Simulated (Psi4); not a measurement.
**Si2H2OF2 (SMILES F[Si]1(F)O[SiH2]1): a chain of runs**

Aim: a structure relaxation (singlet Si2H2OF2, wB97X-D/def2-SVPD), then the energy (doublet [Si2H2OF2]+, U-wB97X-D/def2-SVPD), then a geometry optimisation (doublet [Si2H2OF2]+, U-wB97X-D/def2-SVPD), then a single-point energy (doublet [Si2H2OF2]−, U-wB97X-D/def2-SVPD), then a geometry optimisation (doublet [Si2H2OF2]−, U-wB97X-D/def2-SVPD) of F2H2OSi2. 

The results are computed with Psi4 1.11.

**1. The molecule**

Si2H2OF2 has 7 atoms, charge 0, and is taken as a singlet. As SMILES, `F[Si]1(F)O[SiH2]1`. The coordinates come from a PBE0-D4/def2-TZVP (4 decimals) relaxation. The run starts from this shape.

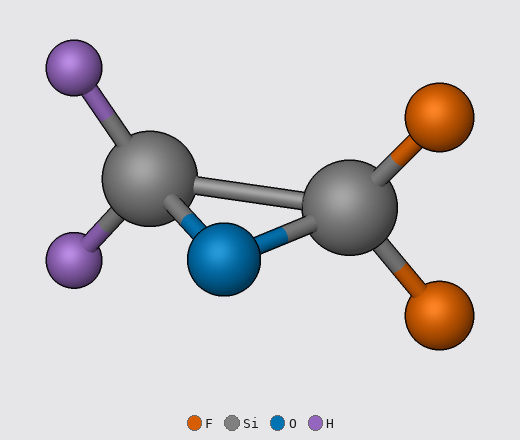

The structure, seen from a chosen angle (fluorine orange, silicon grey, oxygen blue, hydrogen purple).

**2. A geometry optimisation at wB97X-D/def2-SVPD (density fitting) (run 1)**

Contents of f2h2osi2.sdf:

```

     RDKit          3D

  7  7  0  0  0  0  0  0  0  0999 V2000
    0.4242   -1.6121    1.6938 F   0  0  0  0  0  0  0  0  0  0  0  0
    0.0379   -1.0260    0.2801 Si  0  0  0  0  0  4  0  0  0  0  0  0
   -0.1942   -2.2880   -0.6391 F   0  0  0  0  0  0  0  0  0  0  0  0
    1.1035    0.0779   -0.3221 O   0  0  0  0  0  0  0  0  0  0  0  0
   -0.3048    1.0586   -0.2328 Si  0  0  0  0  0  4  0  0  0  0  0  0
   -0.2023    2.1888    0.7200 H   0  0  0  0  0  0  0  0  0  0  0  0
   -0.8028    1.5328   -1.5455 H   0  0  0  0  0  0  0  0  0  0  0  0
  2  1  1  0
  3  2  1  0
  4  2  1  0
  5  4  1  0
  5  2  1  0
  6  5  1  0
  7  5  1  0
M  END
$$$$
```

Contents of job.py:

```python
import psi4
from rdkit import Chem

psi4.set_memory(1600000000)
psi4.set_num_threads(1)
psi4.core.set_output_file('output.dat', False)

rd = Chem.SDMolSupplier('f2h2osi2.sdf', removeHs=False, sanitize=False)[0]
xyz = rd.GetConformer().GetPositions()
atoms = '\n'.join(f'{a.GetSymbol()} {x:.4f} {y:.4f} {z:.4f}' for a, (x, y, z) in zip(rd.GetAtoms(), xyz))
geom = psi4.geometry('0 1\n' + atoms + '\nsymmetry c1')

psi4.set_options(dict(basis='def2-SVPD'))

result, w = psi4.optimize("wb97x-d", return_wfn=True)
print('E =', round(result, 9))
geom.save_xyz_file('final.xyz', False)
```

On the command line:

```sh
python job.py
```

output.dat:

```text
[...]
  Running in c1 symmetry.
[...]
  Nuclear repulsion =  309.676526440965517
[...]
  Multiplicity = 1
[...]
  Nalpha       = 28
  Nbeta        = 28
[...]
    Number of basis functions: 133
[...]
   @DF-RKS iter   1:  -854.53269192633365   -2.58670e-01   5.96450e-03 DIIS/ADIIS
[...]
   @DF-RKS iter   7:  -854.76969129494523   -1.76215e-11   7.80056e-09 DIIS
[...]
  @DF-RKS Final Energy:  -854.76969129494523
   => Energetics <=
    Nuclear Repulsion Energy =            304.9440817090891755
    One-Electron Energy =               -1792.2557182479167750
    Two-Electron Energy =                 684.3357912512360599
    DFT Exchange-Correlation Energy =     -51.7918391455597202
    Empirical Dispersion Energy =          -0.0020068617940287
    VV10 Nonlocal Energy =                  0.0000000000000000
    Total Energy =                       -854.7696912949452326
[...]
  -Total Gradient:
     Atom            X                  Y                   Z
    ------   -----------------  -----------------  -----------------
       1       -0.000119874922    -0.000299735595     0.000173428191
       2       -0.000322029389    -0.000493026930     0.000226319843
       3       -0.000144888347    -0.000327578379     0.000079669478
       4       -0.000138406236    -0.000060521771     0.000054536374
       5        0.000143120639    -0.000519315628     0.000112799731
       6       -0.000145456057    -0.000288160690     0.000114731210
       7       -0.000142036438    -0.000284480027     0.000127682411
[...]
```

On the terminal:

```text
Some dependencies such as QCElemental have not yet finished migration to pydantic v2. If issues are encountered please downgrade pydantic or upgrade QCElemental as appropriate
	Previous geometry is closer to target in internal coordinates, so using that one.

	Best geometry has RMS(Delta(q)) = 1.14e-05

	Previous geometry is closer to target in internal coordinates, so using that one.

	Best geometry has RMS(Delta(q)) = 2.44e-06

	Energy has increased in a minimization.
	Energy ratio indicates iffy step.
	Intrafrag trust radius decreased to   0.25.
	Energy ratio indicates iffy step.
	Intrafrag trust radius decreased to 0.0625.
	Previous geometry is closer to target in internal coordinates, so using that one.

	Best geometry has RMS(Delta(q)) = 2.65e-07

Optimizer: Optimization complete!
E = -854.769691295
```

It took 77 s on 1 thread of Intel Xeon Platinum 8259CL at 2.50GHz (Skylake/Cascade Lake), shared host; peak memory 1 GiB.

Steps, from the record of the run:

```tsv
step	energy from the first frame kept (eV)	largest force (eV/Å)
0	0.0000	1.3221
1	-0.0610	0.4245
2	-0.0679	0.0794
3	-0.0678	0.0465
4	-0.0678	0.0324
```

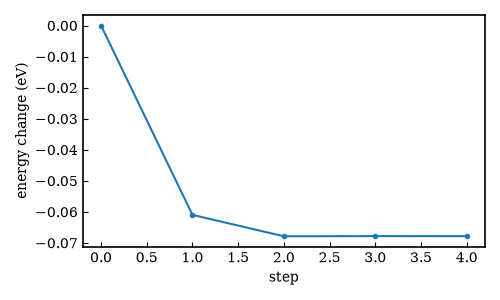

Energy along the run.

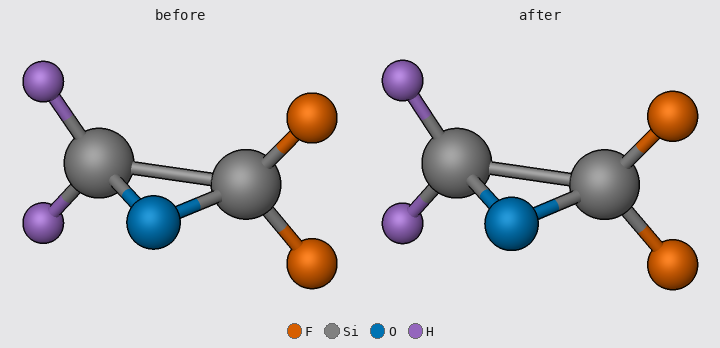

Before and after, at one scale.

After the run. Bond lengths: F1–Si2 1.614 Å, Si2–F3 1.614 Å, Si2–O4 1.673 Å, Si2–Si5 2.185 Å, O4–Si5 1.751 Å, Si5–H6 1.482 Å, Si5–H7 1.482 Å. Some angles: F1–Si2–F3 104.6°, F1–Si2–O4 115.0°, F1–Si2–Si5 127.5°, F3–Si2–O4 115.0°, F3–Si2–Si5 127.5°, O4–Si2–Si5 51.9°, Si2–O4–Si5 79.3°, Si2–Si5–O4 48.8°, Si2–Si5–H6 123.8°, Si2–Si5–H7 123.8°.

**3. The doublet cation: the energy at U-wB97X-D/def2-SVPD (density fitting) (run 2)**

Contents of job.dat:

```
memory 1600 MB

molecule molecule1 {
  1 2
  F      0.78615252    -3.07325026     3.26046543
  Si     0.07529992    -1.92714270     0.52497348
  F     -0.40439194    -4.37426244    -1.23095248
  O      2.14743375     0.16267896    -0.62960005
  Si    -0.57736046     2.03274627    -0.44895168
  H     -0.40362471     4.13812416     1.38854619
  H     -1.54892158     2.88674185    -2.93208583
  units au
  symmetry c1
}

set globals {
  basis     def2-SVPD
  reference uks
}

e = energy("wb97x-d")
```

On the command line:

```sh
psi4 -n 1 job.dat job.out
```

job.out:

```text
[...]
  Running in c1 symmetry.
[...]
  Nuclear repulsion =  304.944070196114524
[...]
  Multiplicity = 2
[...]
  Nalpha       = 28
  Nbeta        = 27
[...]
    Number of basis functions: 133
[...]
   @DF-UKS iter   1:  -854.17836653221195   -3.09382e-02   5.45675e-03 DIIS/ADIIS
[...]
   @DF-UKS iter  10:  -854.39535106915685   -5.87082e-08   2.81558e-07 DIIS
[...]
   @S^2 Observed:                7.541637109E-01
[...]
  @DF-UKS Final Energy:  -854.39535106915685
   => Energetics <=
    Nuclear Repulsion Energy =            304.9440701961145237
    One-Electron Energy =               -1778.6872731554312850
    Two-Electron Energy =                 670.9545869254499166
    DFT Exchange-Correlation Energy =     -51.6047281734834016
    Empirical Dispersion Energy =          -0.0020068618066282
    VV10 Nonlocal Energy =                  0.0000000000000000
    Total Energy =                       -854.3953510691568454
[...]
 Multipole Moments:
 ------------------------------------------------------------------------------------
     Multipole            Electronic (a.u.)      Nuclear  (a.u.)        Total (a.u.)
 ------------------------------------------------------------------------------------
 L = 1.  Multiply by 2.5417464519 to convert [e a0] to [Debye]
 Dipole X            :          0.0386940           -1.1639719           -1.1252779
 Dipole Y            :         -4.9449853            7.2267035            2.2817182
 Dipole Z            :          1.4219925           -1.7846225           -0.3626300
 Magnitude           :                                                    2.5698228
[...]
```

It took 18 s on 1 thread of Intel Xeon Platinum 8259CL at 2.50GHz (Skylake/Cascade Lake), shared host; peak memory 0.93 GiB.

**4. The doublet cation: a structure relaxation at U-wB97X-D/def2-SVPD (density fitting) (run 3)**

Contents of job.dat:

```
memory 1600 mb

molecule {
  1 2
  F
  Si 1 1.613929
  F 2 1.613928 1 104.56789
  O 2 1.672914 3 115.03874 1 127.15876
  Si 4 1.751432 2 79.27807 3 119.18062
  H 5 1.48162 4 114.18025 2 114.68093
  H 5 1.48162 6 111.97596 4 -131.71118
  symmetry c1
}

set {
  basis        def2-SVPD
  reference    uks
  geom_maxiter 50
}

e, wfn = opt("wb97x-d", return_wfn=True)
```

On the command line:

```sh
psi4 -i job.dat -o job.out -n 1
```

job.out:

```text
[...]
  Running in c1 symmetry.
[...]
  Nuclear repulsion =  304.944060719159040
[...]
  Multiplicity = 2
[...]
  Nalpha       = 28
  Nbeta        = 27
[...]
    Number of basis functions: 133
[...]
   @DF-UKS iter   1:  -854.17836646423677   -3.09383e-02   5.45675e-03 DIIS/ADIIS
[...]
   @DF-UKS iter   8:  -854.42854543731744   -3.50155e-11   9.61395e-09 DIIS
[...]
   @S^2 Observed:                7.520422933E-01
[...]
  @DF-UKS Final Energy:  -854.42854543731744
   => Energetics <=
    Nuclear Repulsion Energy =            301.2049870229672024
    One-Electron Energy =               -1771.4335593200844414
    Two-Electron Energy =                 667.4275521059415723
    DFT Exchange-Correlation Energy =     -51.6255335028795628
    Empirical Dispersion Energy =          -0.0019917432621728
    VV10 Nonlocal Energy =                  0.0000000000000000
    Total Energy =                       -854.4285454373174389
[...]
  -Total Gradient:
     Atom            X                  Y                   Z
    ------   -----------------  -----------------  -----------------
       1        0.000244377217     0.000060322963     0.000074345291
       2        0.000261759646    -0.000064124430    -0.000041550122
       3        0.000244324185     0.000092389050     0.000024688196
       4        0.000110380447     0.000055361061     0.000036018301
       5        0.000282670440     0.000044120057     0.000028517580
       6        0.000192758979     0.000031792424     0.000012314487
       7        0.000192816890     0.000024169972     0.000024013905
[...]
```

The script printed:

```text
Optimizer: Optimization complete!
```

It took 3 min on 1 thread of Intel Xeon Platinum 8259CL at 2.50GHz (Skylake/Cascade Lake), shared host; peak memory 1 GiB.

Step by step:

```tsv
step	energy from the first frame kept (eV)	largest force (eV/Å)
0	0.0000	6.1890
1	-0.6797	2.5188
2	-0.8802	0.6397
3	-0.8986	0.2681
4	-0.9022	0.0879
5	-0.9030	0.0315
6	-0.9032	0.0240
7	-0.9033	0.0148
```

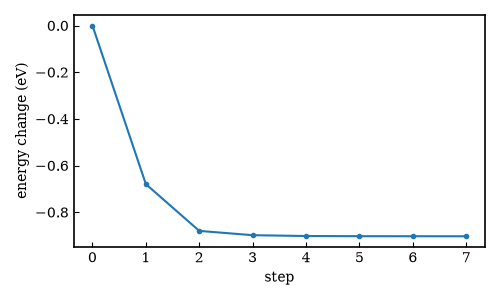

Energy along the run.

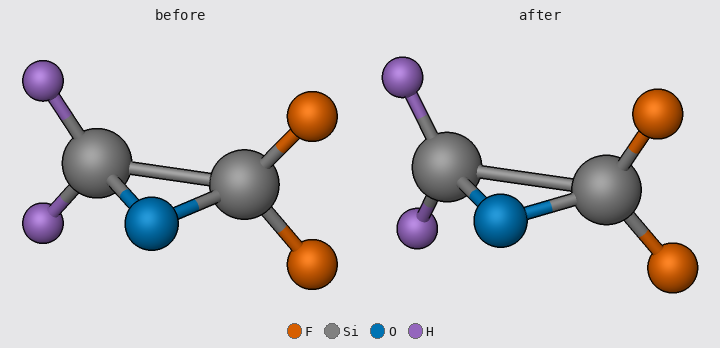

Before and after, at one scale.

After the run. Bond lengths: F1–Si2 1.575 Å, Si2–F3 1.575 Å, Si2–O4 1.646 Å, O4–Si5 1.699 Å, Si5–H6 1.471 Å, Si5–H7 1.471 Å. Angles: F1–Si2–F3 114.0°, F1–Si2–O4 117.8°, F3–Si2–O4 117.8°, Si2–O4–Si5 94.9°, O4–Si5–H6 115.6°, O4–Si5–H7 115.6°, H6–Si5–H7 123.9°. A long bond or contact: Si2–Si5 2.464 Å.

**5. The doublet anion: a single-point energy at U-wB97X-D/def2-SVPD (density fitting) (run 4)**

Contents of calc.inp:

```
memory 1600 mb

molecule m {
  -1 2
  F      0.78615252    -3.07325026     3.26046543
  Si     0.07529992    -1.92714270     0.52497348
  F     -0.40439194    -4.37426244    -1.23095248
  O      2.14743375     0.16267896    -0.62960005
  Si    -0.57736046     2.03274627    -0.44895168
  H     -0.40362471     4.13812416     1.38854619
  H     -1.54892158     2.88674185    -2.93208583
  units au
  symmetry c1
}

set {
  basis def2-SVPD
  reference uks
}

E = energy('wb97x-d')
```

On the command line:

```sh
psi4 -i calc.inp -o calc.out -n 1
```

calc.out:

```text
[...]
  Running in c1 symmetry.
[...]
  Nuclear repulsion =  304.944070196114524
[...]
  Multiplicity = 2
[...]
  Nalpha       = 29
  Nbeta        = 28
[...]
    Number of basis functions: 133
[...]
   @DF-UKS iter   1:  -854.46105099742090   -3.13623e-01   6.41035e-03 ADIIS/DIIS
[...]
   @DF-UKS iter  12:  -854.76152066613986   -3.28643e-07   4.83046e-07 DIIS
[...]
   @S^2 Observed:                7.565801042E-01
[...]
  @DF-UKS Final Energy:  -854.76152066613986
   => Energetics <=
    Nuclear Repulsion Energy =            304.9440701961145237
    One-Electron Energy =               -1803.7036233891376469
    Two-Electron Energy =                 695.9157811601378398
    DFT Exchange-Correlation Energy =     -51.9157417714479834
    Empirical Dispersion Energy =          -0.0020068618066282
    VV10 Nonlocal Energy =                  0.0000000000000000
    Total Energy =                       -854.7615206661398588
[...]
 Multipole Moments:
 ------------------------------------------------------------------------------------
     Multipole            Electronic (a.u.)      Nuclear  (a.u.)        Total (a.u.)
 ------------------------------------------------------------------------------------
 L = 1.  Multiply by 2.5417464519 to convert [e a0] to [Debye]
 Dipole X            :          1.2993433           -1.1639719            0.1353714
 Dipole Y            :         -8.2916427            7.2267035           -1.0649392
 Dipole Z            :          2.0571790           -1.7846225            0.2725564
 Magnitude           :                                                    1.1075684
[...]
```

Run time: 20 s. Hardware: 1 thread of Intel Xeon Platinum 8259CL at 2.50GHz (Skylake/Cascade Lake), shared host; peak memory 0.93 GiB.

**6. The doublet anion: a structure relaxation at U-wB97X-D/def2-SVPD (density fitting) (run 5)**

Contents of f2h2osi2.xyz:

```xyz
7
F2H2OSi2
F      0.416014    -1.626294     1.725364
Si     0.039847    -1.019800     0.277804
F     -0.213995    -2.314760    -0.651392
O      1.136373     0.086086    -0.333170
Si    -0.305526     1.075683    -0.237575
H     -0.213589     2.189801     0.734787
H     -0.819654     1.527598    -1.551593
```

Contents of job.py:

```python
import psi4

psi4.set_memory('1600 MB')
psi4.set_num_threads(1)
psi4.set_output_file('run.log', False)

with open('f2h2osi2.xyz') as f:
    atoms = ''.join(f.readlines()[2:])
molecule = psi4.geometry('-1 2\n' + atoms + 'symmetry c1')

psi4.set_options({
    'basis': 'def2-SVPD',
    'reference': 'uks',
    'geom_maxiter': 50,
})

result = psi4.optimize("WB97X-D", molecule=molecule)
print(f'total energy {result:.8f} hartree = {result * 27.211386:.5f} eV')
print(molecule.to_string(dtype='xyz', units='Angstrom'))
```

On the command line:

```sh
python job.py
```

run.log:

```text
[...]
  Running in c1 symmetry.
[...]
  Nuclear repulsion =  304.944070129922579
[...]
  Multiplicity = 2
[...]
  Nalpha       = 29
  Nbeta        = 28
[...]
    Number of basis functions: 133
[...]
   @DF-UKS iter   0:  -854.81600164028805   -8.54816e+02   4.29325e-05
[...]
   @DF-UKS iter   8:  -854.81535498775497   -3.64935e-11   5.51768e-09 DIIS
[...]
   @S^2 Observed:                7.519901367E-01
[...]
  @DF-UKS Final Energy:  -854.81535498775497
   => Energetics <=
    Nuclear Repulsion Energy =            279.8135086625380268
    One-Electron Energy =               -1754.3933621653736736
    Two-Electron Energy =                 671.6018566763314084
    DFT Exchange-Correlation Energy =     -51.8357106739630140
    Empirical Dispersion Energy =          -0.0016474872876283
    VV10 Nonlocal Energy =                  0.0000000000000000
    Total Energy =                       -854.8153549877549722
[...]
  -Total Gradient:
     Atom            X                  Y                   Z
    ------   -----------------  -----------------  -----------------
       1       -0.000143467345    -0.000146710294     0.000059731940
       2       -0.000021289465    -0.000164375742     0.000053107950
       3       -0.000133827590    -0.000136351242     0.000095705045
       4       -0.000053165095    -0.000089028328     0.000039696851
       5       -0.000063136775    -0.000111310844     0.000049218612
       6        0.000010526503    -0.000109662079     0.000056118123
       7       -0.000002146668    -0.000123032654     0.000009257306
[...]
```

On the terminal:

```text
Optimizer: Optimization complete!
total energy -854.81535499 hartree = -23260.71058 eV
7
-1 2 F2H2OSi2
F                     0.967569729420    -1.062476638311     1.416503619755
Si                   -0.367492752915    -0.915066777883     0.362153504684
F                     0.341425810590    -1.747493367101    -0.949435999766
O                     0.038115545062     0.709945786524    -0.215708621769
Si                   -0.537116287121     2.207227179499    -0.496746550665
H                     0.214431707854     3.242596063862     0.302973344984
H                    -0.383408698063     2.590503911858    -1.947899942749
```

Run time: 9.2 min. Hardware: 1 thread of Intel Xeon Platinum 8259CL at 2.50GHz (Skylake/Cascade Lake), shared host; peak memory 1.1 GiB.

Steps, from the record of the run:

```tsv
step	energy from the first frame kept (eV)	largest force (eV/Å)
0	0.0000	2.7809
1	-0.6404	1.3928
2	-1.1950	0.9989
3	-1.2698	0.9831
4	-1.3143	0.6605
5	-1.3325	0.3457
6	-1.3371	0.1869
7	-1.3387	0.0845
8	-1.3395	0.0447
9	-1.3399	0.0431
10	-1.3403	0.0402
11	-1.3408	0.0391
12	-1.3461	0.1384
13	-1.3741	1.2791
14	-0.8127	2.8856
15	-1.1247	1.6216
16	-1.4185	0.7003
17	-1.4543	0.3566
18	-1.4637	0.2022
19	-1.4647	0.0878
20	-1.4648	0.0720
21	-1.4648	0.0393
22	-1.4649	0.0110
```

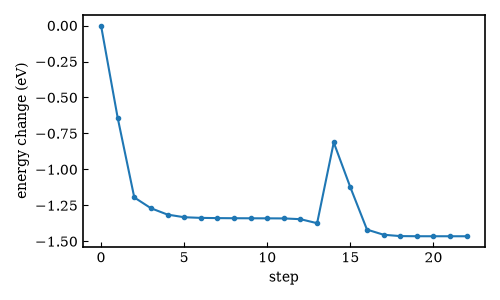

Energy along the run.

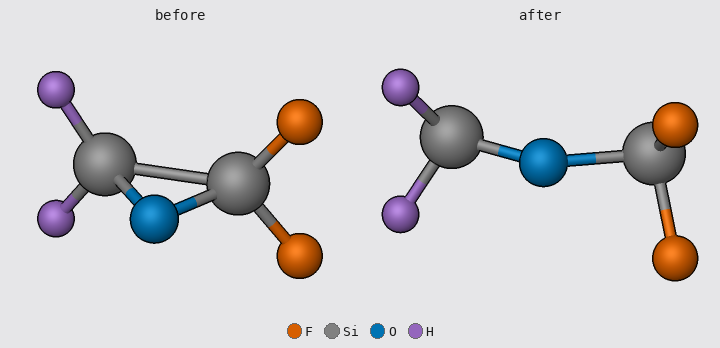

Before and after, at one scale.

After the run. Bond lengths: F1–Si2 1.708 Å, Si2–F3 1.708 Å, Si2–O4 1.772 Å, O4–Si5 1.628 Å, Si5–H6 1.509 Å, Si5–H7 1.509 Å. Angles: F1–Si2–F3 96.2°, F1–Si2–O4 95.8°, F3–Si2–O4 95.8°, Si2–O4–Si5 145.0°, O4–Si5–H6 111.3°, O4–Si5–H7 111.3°, H6–Si5–H7 106.5°.

**7. What came out**

```
                                                               quantity          value
                      run 1, wB97X-D/def2-SVPD: total energy at the end  -854.76969 Eh
                                run 1, wB97X-D/def2-SVPD: dipole moment         3.03 D
                                  run 1, wB97X-D/def2-SVPD: HOMO energy       -9.74 eV
                                  run 1, wB97X-D/def2-SVPD: LUMO energy        0.08 eV
                                run 1, wB97X-D/def2-SVPD: HOMO–LUMO gap        9.81 eV
                            run 1, wB97X-D/def2-SVPD: dispersion energy   -5.27 kJ/mol
                                    doublet cation, run 2: total energy  -854.39535 Eh
              doublet cation, run 2: HOMO energy (highest over α and β)      -17.64 eV
               doublet cation, run 2: LUMO energy (lowest over α and β)      -10.66 eV
                               doublet cation, run 2: dispersion energy   -5.27 kJ/mol
                                            doublet cation, run 2: ⟨S²⟩          0.754
                         doublet cation, run 3: total energy at the end  -854.42855 Eh
              doublet cation, run 3: HOMO energy (highest over α and β)      -15.40 eV
               doublet cation, run 3: LUMO energy (lowest over α and β)       -8.72 eV
                               doublet cation, run 3: dispersion energy   -5.23 kJ/mol
                                            doublet cation, run 3: ⟨S²⟩          0.752
                                     doublet anion, run 4: total energy  -854.76152 Eh
               doublet anion, run 4: HOMO energy (highest over α and β)        0.42 eV
                doublet anion, run 4: LUMO energy (lowest over α and β)        5.40 eV
                                doublet anion, run 4: dispersion energy   -5.27 kJ/mol
                                             doublet anion, run 4: ⟨S²⟩          0.757
                          doublet anion, run 5: total energy at the end  -854.81535 Eh
               doublet anion, run 5: HOMO energy (highest over α and β)       -3.08 eV
                doublet anion, run 5: LUMO energy (lowest over α and β)        2.88 eV
                                doublet anion, run 5: dispersion energy   -4.33 kJ/mol
                                             doublet anion, run 5: ⟨S²⟩          0.752
 adiabatic electron affinity (to the doublet anion, no zero-point term)       1.243 eV
adiabatic ionisation energy (to the doublet cation, no zero-point term)       9.283 eV
```

**Reading.** The adiabatic electron affinity (to the doublet anion, no zero-point term) is 1.24 eV (29 kcal/mol). The second species lost a bond as it relaxed, so this leads to another structure. The adiabatic ionisation energy (to the doublet cation, no zero-point term) is 9.28 eV (896 kJ/mol). The optimisation (run 1, wB97X-D/def2-SVPD) took 5 steps and changed the energy by -0.068 eV. The optimisation (doublet cation, run 3) took 8 steps and changed the energy by -0.903 eV. The HOMO (doublet anion, run 4) lies at positive energy, 0.42 eV; only total energies tell whether the electron is bound.
